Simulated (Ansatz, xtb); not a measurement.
# C6H14 (3-methylpentane): the atomisation enthalpy at 298 K, rung by rung

C6H14 has 20 atoms, charge 0, and is taken as a singlet. SMILES: `CCC(C)CC`. Geometry: relaxed at PBE0-D4/def2-TZVP. This is one conformer, not always the lowest.

Quantity: the atomisation enthalpy at 298 K, in kJ/mol. The values are calculated. The thermal term (zero-point and 298 K enthalpy, harmonic and unscaled) is that of GFN1-xTB; the spin-orbit lowering of the free atoms at 298 K, 0.1 kJ/mol by their spectra, is taken off.

Measured value to compare with: CRC Handbook of Chemistry and Physics gives the atomisation enthalpy at 298 K of the gas as 7525 kJ/mol.

```json
{"level": "HF/6-31G* (spherical functions)", "kind": "Hartree–Fock", "program": "Ansatz", "value (kJ/mol)": "5653", "computed − measured": "-1872", "CPU time (all runs)": "8.8 s"}
{"level": "SVWN5/6-31G* (spherical functions)", "kind": "LDA", "program": "Ansatz", "value (kJ/mol)": "8583", "computed − measured": "+1058", "CPU time (all runs)": "12 s"}
{"level": "PBE/6-31G* (spherical functions)", "kind": "GGA", "program": "Ansatz", "value (kJ/mol)": "7649", "computed − measured": "+124", "CPU time (all runs)": "16 s"}
{"level": "revPBE/6-31G* (spherical functions)", "kind": "GGA", "program": "Ansatz", "value (kJ/mol)": "7404", "computed − measured": "-121", "CPU time (all runs)": "16 s"}
{"level": "r2SCAN/6-31G* (spherical functions)", "kind": "meta-GGA", "program": "Ansatz", "value (kJ/mol)": "7526", "computed − measured": "+1", "CPU time (all runs)": "29 s"}
{"level": "B3LYP/6-31G* (spherical functions)", "kind": "global hybrid", "program": "Ansatz", "value (kJ/mol)": "7498", "computed − measured": "-27", "CPU time (all runs)": "20 s"}
{"level": "MP2/6-31G* (spherical functions)", "kind": "perturbation theory", "program": "Ansatz", "value (kJ/mol)": "6920", "computed − measured": "-605", "CPU time (all runs)": "10 s"}
{"level": "CCSD/6-31G* (spherical functions)", "kind": "coupled cluster or CI", "program": "Ansatz", "value (kJ/mol)": "6831", "computed − measured": "-694", "CPU time (all runs)": "70 s"}
```

Nearest: r2SCAN/6-31G* (spherical functions) (+1 kJ/mol); farthest: HF/6-31G* (spherical functions) (-1872 kJ/mol). Computed less measured by kind, in kJ/mol (of the ab initio rows, those in 6-31G*): Hartree–Fock -1872; LDA +1058; GGA -121 to +124; meta-GGA +1; global hybrid -27; perturbation theory -605; coupled cluster or CI -694. Wave-function methods converge slowly with the basis and bind too weakly in sets of this size; that is part of their error here. CPU times are rough (shared hosts, several kinds of processor and program).

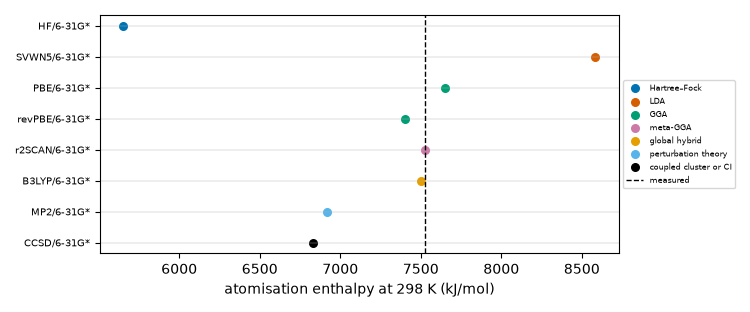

The values of the table, level by level.
